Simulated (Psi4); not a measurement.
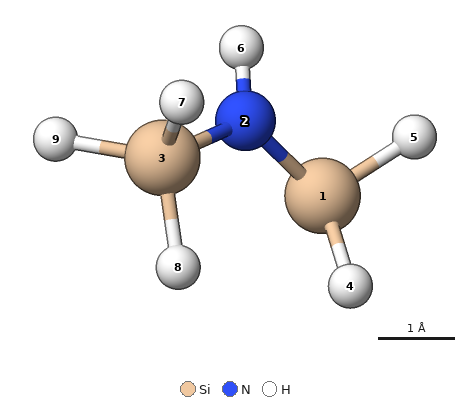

*The input geometry (ball-and-stick view, seen at a tilt; atoms are numbered from 1 in the order of the input).*

# Run report: Si2NH6, single-point calculation

Si2NH6, multiplicity 2, computed with HF/cc-pVTZ-F12, UHF (Psi4 1.11).

The geometry comes from this level: PBE0-D4/def2-TZVP.

Input (calc.in):
```
memory 1.6 GB

molecule geom {
  0 2
  Si    -1.200900     0.925300    -0.948400
  N      0.196900     0.625800     0.025200
  Si     0.611700    -0.820500     0.880200
  H     -1.616500    -0.372000    -1.554500
  H     -0.842900     1.913400    -2.010900
  H      0.764100     1.439300     0.222200
  H      1.982600    -1.276500     0.525400
  H     -0.378200    -1.853400     0.488500
  H      0.571600    -0.627700     2.355400
  symmetry c1
}

set {
  basis     cc-pVTZ-F12
  reference uhf
  puream    true
  scf_type  df
  maxiter   100
}

energy_value, wavefunction = energy('hf', return_wfn=True)
print_variables()
```

Run on 1 thread of AMD EPYC (Zen 2), 12 GiB of memory available, shared host.

Command:
```bash
psi4 -n 1 calc.in calc.out
```

Log:
```
Psi4 1.11 release

   => Loading Basis Set <=

    Name: CC-PVTZ-F12
    Role: ORBITAL
    Keyword: BASIS

         ---------------------------------------------------------
                                   SCF
                              UHF Reference
                        1 Threads,   1525 MiB Core
         ---------------------------------------------------------

  ==> Geometry <==

    Molecular point group: c1
    Full point group: C1

    Geometry (in Angstrom), charge = 0, multiplicity = 2:

       Center              X                  Y                   Z               Mass
    ------------   -----------------  -----------------  -----------------  -----------------
         SI          -1.026667594682     0.781726714825    -0.928284648700    27.976926534650
         N            0.371132405318     0.482226714825     0.045315351300    14.003074004430
         SI           0.785932405318    -0.964073285175     0.900315351300    27.976926534650
         H           -1.442267594682    -0.515573285175    -1.534384648700     1.007825032230
         H           -0.668667594682     1.769826714825    -1.990784648700     1.007825032230
         H            0.938332405318     1.295726714825     0.242315351300     1.007825032230
         H            2.156832405318    -1.420073285175     0.545515351300     1.007825032230
         H           -0.203967594682    -1.996973285175     0.508615351300     1.007825032230
         H            0.745832405318    -0.771273285175     2.375515351300     1.007825032230

  Running in c1 symmetry.

  Rotational constants: A =      0.92088  B =      0.10501  C =      0.09845 [cm^-1]
  Rotational constants: A =  27607.23634  B =   3148.02463  C =   2951.52028 [MHz]
  Nuclear repulsion =  147.533691464414403

  Charge       = 0
  Multiplicity = 2
  Electrons    = 41
  Nalpha       = 21
  Nbeta        = 20

  ==> Algorithm <==

  SCF Algorithm Type is DF.
  DIIS enabled.
  MOM disabled.
  Fractional occupation disabled.
  Guess Type is SAD.
  Energy threshold   = 1.00e-06
  Density threshold  = 1.00e-06
  Integral threshold = 1.00e-12

  ==> Primary Basis <==

  Basis Set: CC-PVTZ-F12
    Blend: CC-PVTZ-F12
    Number of shells: 105
    Number of basis functions: 285
    Number of Cartesian functions: 320
    Spherical Harmonics?: true
    Max angular momentum: 3

   => Loading Basis Set <=

    Name: (CC-PVTZ-F12 AUX)
    Role: JKFIT
    Keyword: DF_BASIS_SCF

  ==> Integral Setup <==

  DFHelper Memory: AOs need 0.442 GiB; user supplied 1.118 GiB.
  SCF_SUBTYPE=INCORE selected. In-core MEM_DF algorithm will be used.
  Using in-core AOs.

  ==> MemDFJK: Density-Fitted J/K Matrices <==

    J tasked:                   Yes
    K tasked:                   Yes
    wK tasked:                   No
    Memory [MiB]:              1144
    Algorithm:                 Core
    Schwarz Cutoff:           1E-12
    Mask sparsity (%):       2.6026
    Fitting Condition:        1E-10

   => Auxiliary Basis Set <=

  Basis Set: (CC-PVTZ-F12 AUX)
    Blend: CC-PVQZ-JKFIT
    Number of shells: 186
    Number of basis functions: 708
    Number of Cartesian functions: 920
    Spherical Harmonics?: true
    Max angular momentum: 5

  Minimum eigenvalue in the overlap matrix is 1.2765365273E-04.
  Reciprocal condition number of the overlap matrix is 1.2535013429E-05.
    Using symmetric orthogonalization.

  ==> Pre-Iterations <==

  SCF Guess: Superposition of Atomic Densities via on-the-fly atomic UHF (no occupation information).

   -------------------------
    Irrep   Nso     Nmo
   -------------------------
     A        285     285
   -------------------------
    Total     285     285
   -------------------------

  ==> Iterations <==

                           Total Energy        Delta E     RMS |[F,P]|

   @DF-UHF iter SAD:  -635.12529362051248   -6.35125e+02   0.00000e+00
   @DF-UHF iter   1:  -635.73694267012092   -6.11649e-01   1.86593e-03 DIIS/ADIIS
   @DF-UHF iter   2:  -635.83185416476942   -9.49115e-02   1.13015e-03 DIIS/ADIIS
   @DF-UHF iter   3:  -635.87732264040915   -4.54685e-02   1.93589e-04 DIIS/ADIIS
   @DF-UHF iter   4:  -635.88048984940576   -3.16721e-03   5.31474e-05 DIIS
   @DF-UHF iter   5:  -635.88087626668425   -3.86417e-04   1.70810e-05 DIIS
   @DF-UHF iter   6:  -635.88093700302045   -6.07363e-05   5.72653e-06 DIIS
   @DF-UHF iter   7:  -635.88094436917243   -7.36615e-06   2.27071e-06 DIIS
   @DF-UHF iter   8:  -635.88094543998398   -1.07081e-06   8.73555e-07 DIIS
   @DF-UHF iter   9:  -635.88094559619003   -1.56206e-07   3.45312e-07 DIIS
  Energy and wave function converged.

  ==> Post-Iterations <==

   @Spin Contamination Metric:   5.764191161E-03
   @S^2 Expected:                7.500000000E-01
   @S^2 Observed:                7.557641912E-01
   @S   Expected:                5.000000000E-01
   @S   Observed:                5.000000000E-01

    Orbital Energies [Eh]
    ---------------------

    Alpha Occupied:

       1A    -68.789647     2A    -68.784139     3A    -15.543846
       4A     -6.135827     5A     -6.129648     6A     -4.247810
       7A     -4.239193     8A     -4.239078     9A     -4.236578
      10A     -4.236165    11A     -4.236054    12A     -1.144324
      13A     -0.737972    14A     -0.714753    15A     -0.605184
      16A     -0.535292    17A     -0.514247    18A     -0.488167
      19A     -0.474227    20A     -0.440075    21A     -0.311320

    Alpha Virtual:

      22A      0.036639    23A      0.038778    24A      0.042887
      25A      0.049589    26A      0.059462    27A      0.061198
      28A      0.065990    29A      0.110174    30A      0.116736
      31A      0.119614    32A      0.135753    33A      0.152891
      34A      0.158235    35A      0.162938    36A      0.177799
      37A      0.184354    38A      0.205128    39A      0.216860
      40A      0.244898    41A      0.252667    42A      0.257751
      43A      0.263896    44A      0.270480    45A      0.280042
      46A      0.309896    47A      0.328217    48A      0.333062
      49A      0.341946    50A      0.352675    51A      0.355332
      52A      0.361667    53A      0.376944    54A      0.413155
      55A      0.422149    56A      0.426653    57A      0.455417
      58A      0.479823    59A      0.498893    60A      0.511855
      61A      0.531305    62A      0.536776    63A      0.544017
      64A      0.576892    65A      0.596506    66A      0.613641
      67A      0.618617    68A      0.646918    69A      0.649574
      70A      0.654866    71A      0.665089    72A      0.694601
      73A      0.709542    74A      0.716347    75A      0.726153
      76A      0.727967    77A      0.761098    78A      0.771133
      79A      0.797900    80A      0.812662    81A      0.815651
      82A      0.830730    83A      0.839134    84A      0.861219
      85A      0.880455    86A      0.894714    87A      0.909667
      88A      0.951601    89A      0.970422    90A      1.004181
      91A      1.020187    92A      1.021516    93A      1.027759
      94A      1.040437    95A      1.046348    96A      1.052010
      97A      1.058040    98A      1.070905    99A      1.072738
     100A      1.092736   101A      1.104970   102A      1.116194
     103A      1.119072   104A      1.135072   105A      1.140477
     106A      1.177923   107A      1.189955   108A      1.212282
     109A      1.220193   110A      1.235711   111A      1.298589
     112A      1.307508   113A      1.317008   114A      1.328076
     115A      1.389225   116A      1.418864   117A      1.441338
     118A      1.473901   119A      1.497154   120A      1.529050
     121A      1.535389   122A      1.593387   123A      1.621127
     124A      1.651116   125A      1.680239   126A      1.705532
     127A      1.736448   128A      1.746898   129A      1.759006
     130A      1.812232   131A      1.827886   132A      1.844786
     133A      1.858409   134A      1.866979   135A      1.876306
     136A      1.882920   137A      1.893743   138A      1.905966
     139A      1.914724   140A      1.920421   141A      1.944697
     142A      1.950689   143A      1.972527   144A      1.982070
     145A      1.986764   146A      2.011659   147A      2.028202
     148A      2.043027   149A      2.047813   150A      2.069535
     151A      2.103408   152A      2.109492   153A      2.111553
     154A      2.115088   155A      2.139887   156A      2.147038
     157A      2.160870   158A      2.165983   159A      2.177855
     160A      2.197141   161A      2.208424   162A      2.226878
     163A      2.261386   164A      2.284560   165A      2.316160
     166A      2.350650   167A      2.369292   168A      2.377427
     169A      2.406383   170A      2.409625   171A      2.425471
     172A      2.443583   173A      2.513051   174A      2.515982
     175A      2.531360   176A      2.587277   177A      2.601658
     178A      2.640130   179A      2.659014   180A      2.685023
     181A      2.697622   182A      2.741378   183A      2.750126
     184A      2.777322   185A      2.804571   186A      2.848328
     187A      2.853975   188A      2.912071   189A      2.935788
     190A      2.973411   191A      2.996197   192A      3.048912
     193A      3.091767   194A      3.120612   195A      3.148002
     196A      3.180737   197A      3.187935   198A      3.208288
     199A      3.220845   200A      3.238879   201A      3.278351
     202A      3.287623   203A      3.331548   204A      3.422649
     205A      3.467982   206A      3.496246   207A      3.546926
     208A      3.561458   209A      3.597717   210A      3.675052
     211A      3.764090   212A      3.795450   213A      3.809264
     214A      3.984389   215A      4.137380   216A      4.156480
     217A      4.232948   218A      4.271091   219A      4.735002
     220A      4.741007   221A      4.761076   222A      4.858531
     223A      5.059987   224A      5.132497   225A      5.415475
     226A      5.424727   227A      5.438810   228A      5.467734
     229A      5.502288   230A      5.514894   231A      5.546890
     232A      5.562611   233A      5.584340   234A      5.606718
     235A      5.648222   236A      5.849561   237A      5.987318
     238A      6.106208   239A      6.110440   240A      6.139208
     241A      6.230308   242A      6.400334   243A      6.469789
     244A      6.497112   245A      6.562298   246A      6.678200
     247A      6.751015   248A      7.149284   249A      7.250899
     250A      7.824280   251A      8.140754   252A      8.168634
     253A      8.244883   254A      8.326522   255A      8.339851
     256A      8.693692   257A      8.780629   258A      9.436939
     259A      9.949782   260A      9.957490   261A      9.996519
     262A     10.000329   263A     10.063977   264A     10.165425
     265A     10.192436   266A     10.209430   267A     10.216785
     268A     10.304741   269A     10.556285   270A     10.689306
     271A     10.790899   272A     10.849540   273A     11.392864
     274A     11.493778   275A     11.853727   276A     18.743871
     277A     18.937090   278A     18.945265   279A     19.006314
     280A     19.021621   281A     19.105667   282A     29.533335
     283A     30.180306   284A     30.320205   285A     32.200087

    Beta Occupied:

       1A    -68.784200     2A    -68.783999     3A    -15.539483
       4A     -6.129727     5A     -6.127569     6A     -4.236659
       7A     -4.236304     8A     -4.236086     9A     -4.235846
      10A     -4.235794    11A     -4.227226    12A     -1.131779
      13A     -0.730275    14A     -0.693307    15A     -0.593375
      16A     -0.521922    17A     -0.503023    18A     -0.483009
      19A     -0.464741    20A     -0.410093

    Beta Virtual:

      21A      0.032769    22A      0.037926    23A      0.039877
      24A      0.044768    25A      0.059908    26A      0.060677
      27A      0.062617    28A      0.088938    29A      0.113817
      30A      0.118226    31A      0.127590    32A      0.141101
      33A      0.154602    34A      0.160866    35A      0.171192
      36A      0.188833    37A      0.196103    38A      0.208335
      39A      0.219326    40A      0.246740    41A      0.254045
      42A      0.259478    43A      0.267898    44A      0.271601
      45A      0.308822    46A      0.313279    47A      0.334904
      48A      0.341321    49A      0.348801    50A      0.359623
      51A      0.365414    52A      0.383915    53A      0.395176
      54A      0.421279    55A      0.427116    56A      0.444925
      57A      0.460468    58A      0.483287    59A      0.504597
      60A      0.524273    61A      0.536698    62A      0.545837
      63A      0.550046    64A      0.581189    65A      0.602093
      66A      0.616205    67A      0.621036    68A      0.648386
      69A      0.657088    70A      0.659751    71A      0.674048
      72A      0.700402    73A      0.712734    74A      0.719589
      75A      0.731315    76A      0.732484    77A      0.764689
      78A      0.777178    79A      0.800114    80A      0.814883
      81A      0.822423    82A      0.833078    83A      0.846460
      84A      0.864715    85A      0.885366    86A      0.903193
      87A      0.917486    88A      0.963056    89A      0.973255
      90A      1.009462    91A      1.027468    92A      1.033017
      93A      1.035465    94A      1.047734    95A      1.057758
      96A      1.058826    97A      1.066408    98A      1.081748
      99A      1.092349   100A      1.098494   101A      1.109883
     102A      1.122788   103A      1.126265   104A      1.140439
     105A      1.142280   106A      1.181878   107A      1.193164
     108A      1.218616   109A      1.233042   110A      1.240471
     111A      1.301689   112A      1.313700   113A      1.321455
     114A      1.333214   115A      1.396406   116A      1.424691
     117A      1.444181   118A      1.479425   119A      1.500919
     120A      1.532822   121A      1.542292   122A      1.594816
     123A      1.623111   124A      1.654526   125A      1.685207
     126A      1.707239   127A      1.739403   128A      1.751123
     129A      1.762505   130A      1.814268   131A      1.830879
     132A      1.848022   133A      1.862161   134A      1.869852
     135A      1.877392   136A      1.885382   137A      1.895066
     138A      1.907561   139A      1.918717   140A      1.924486
     141A      1.948298   142A      1.953186   143A      1.974591
     144A      1.984473   145A      1.989500   146A      2.014532
     147A      2.029257   148A      2.045340   149A      2.052741
     150A      2.071334   151A      2.105103   152A      2.112391
     153A      2.113088   154A      2.116294   155A      2.141345
     156A      2.147601   157A      2.162388   158A      2.166813
     159A      2.180268   160A      2.199875   161A      2.211462
     162A      2.228712   163A      2.263973   164A      2.287405
     165A      2.319883   166A      2.353969   167A      2.373873
     168A      2.379784   169A      2.408767   170A      2.413102
     171A      2.427587   172A      2.444773   173A      2.515991
     174A      2.520575   175A      2.536042   176A      2.593221
     177A      2.607149   178A      2.642826   179A      2.664137
     180A      2.688016   181A      2.708781   182A      2.749874
     183A      2.756565   184A      2.782488   185A      2.809299
     186A      2.854576   187A      2.856531   188A      2.916388
     189A      2.939272   190A      2.976589   191A      3.002521
     192A      3.053375   193A      3.096372   194A      3.123748
     195A      3.150047   196A      3.182128   197A      3.189780
     198A      3.211374   199A      3.222684   200A      3.240739
     201A      3.281645   202A      3.289862   203A      3.333594
     204A      3.427180   205A      3.470069   206A      3.497360
     207A      3.549881   208A      3.564301   209A      3.599280
     210A      3.677704   211A      3.768236   212A      3.798689
     213A      3.814643   214A      3.993396   215A      4.148698
     216A      4.166568   217A      4.237303   218A      4.273684
     219A      4.737514   220A      4.743453   221A      4.761165
     222A      4.860174   223A      5.064041   224A      5.133958
     225A      5.416504   226A      5.426570   227A      5.441395
     228A      5.471668   229A      5.503643   230A      5.516132
     231A      5.547803   232A      5.562974   233A      5.586370
     234A      5.607843   235A      5.648600   236A      5.850004
     237A      5.988876   238A      6.108736   239A      6.111248
     240A      6.139778   241A      6.233871   242A      6.400651
     243A      6.475306   244A      6.501183   245A      6.566726
     246A      6.681854   247A      6.754387   248A      7.151498
     249A      7.252356   250A      7.831992   251A      8.144832
     252A      8.168906   253A      8.248724   254A      8.326812
     255A      8.340240   256A      8.696562   257A      8.782301
     258A      9.437104   259A      9.956170   260A      9.963458
     261A     10.000175   262A     10.002025   263A     10.064917
     264A     10.167207   265A     10.194229   266A     10.209966
     267A     10.216933   268A     10.305179   269A     10.562126
     270A     10.694900   271A     10.795110   272A     10.853098
     273A     11.395374   274A     11.499516   275A     11.854154
     276A     18.755903   277A     18.937148   278A     18.946244
     279A     19.006934   280A     19.023120   281A     19.106397
     282A     29.537284   283A     30.181668   284A     30.321730
     285A     32.202853

    Final Occupation by Irrep:
              A
    DOCC [    20 ]
    SOCC [     1 ]
    NA   [    21 ]
    NB   [    20 ]

  @DF-UHF Final Energy:  -635.88094559619003

   => Energetics <=

    Nuclear Repulsion Energy =            147.5336914644144031
    One-Electron Energy =               -1173.7413918787387956
    Two-Electron Energy =                 390.3267548181343045
    Total Energy =                       -635.8809455961900312

  UHF NO Occupations:
  HONO-2 :   19  A 1.9994956
  HONO-1 :   20  A 1.9979256
  HONO-0 :   21  A 1.0000000
  LUNO+0 :   22  A 0.0020744
  LUNO+1 :   23  A 0.0005044
  LUNO+2 :   24  A 0.0002134
  LUNO+3 :   25  A 0.0000446

Computation Completed

Properties will be evaluated at   0.000000,   0.000000,   0.000000 [a0]

Properties computed using the SCF density matrix

 Multipole Moments:

 ------------------------------------------------------------------------------------
     Multipole            Electronic (a.u.)      Nuclear  (a.u.)        Total (a.u.)
 ------------------------------------------------------------------------------------

 L = 1.  Multiply by 2.5417464519 to convert [e a0] to [Debye]
 Dipole X            :         -1.1696212            1.4243407            0.2547194
 Dipole Y            :          1.7927626           -1.5412695            0.2514931
 Dipole Z            :         -0.0010111            0.1368717            0.1358607
 Magnitude           :                                                    0.3828693

 ------------------------------------------------------------------------------------

	total time  =         18 seconds =       0.30 minutes

  Variable Map:
  ----------------------------------------------------------------------------
  "CURRENT ENERGY"           =>    -635.880945596190
  "CURRENT REFERENCE ENERGY" =>    -635.880945596190
  "DD SOLVATION ENERGY"      =>       0.000000000000
  "HF KINETIC ENERGY"        =>     635.790104147767
  "HF POTENTIAL ENERGY"      =>   -1271.671049743957
  "HF TOTAL ENERGY"          =>    -635.880945596190
  "HF VIRIAL RATIO"          =>       2.000142879620
  "NUCLEAR REPULSION ENERGY" =>     147.533691464414
  "ONE-ELECTRON ENERGY"      =>   -1173.741391878739
  "PCM POLARIZATION ENERGY"  =>       0.000000000000
  "PE ENERGY"                =>       0.000000000000
  "SCF ITERATION ENERGY"     =>    -635.880945596190
  "SCF ITERATIONS"           =>       9.000000000000
  "SCF TOTAL ENERGY"         =>    -635.880945596190
  "TWO-ELECTRON ENERGY"      =>     390.326754818134

  Array Variable Map:
  ----------------------------------------------------------------------------
  "CURRENT DIPOLE"           =>       0.254719425196 ... 0.135860679945 1 by 3
  "SCF DIPOLE"               =>       0.254719425196 ... 0.135860679945 1 by 3
  "SCF TOTAL ENERGIES"       =>    -635.125293620512 ... -635.880945596190 1 by 10

    Psi4 run time: 0:00:18.11
```

Key numbers:

| quantity | value |
| --- | --- |
| outcome | converged |
| total energy | −635.880946 hartree |
| basis functions | 285 |
| ⟨S²⟩ | 0.756 |
| dipole moment | 0.97 D |
| wall time | 20 s |
| peak memory | 0.86 GiB |
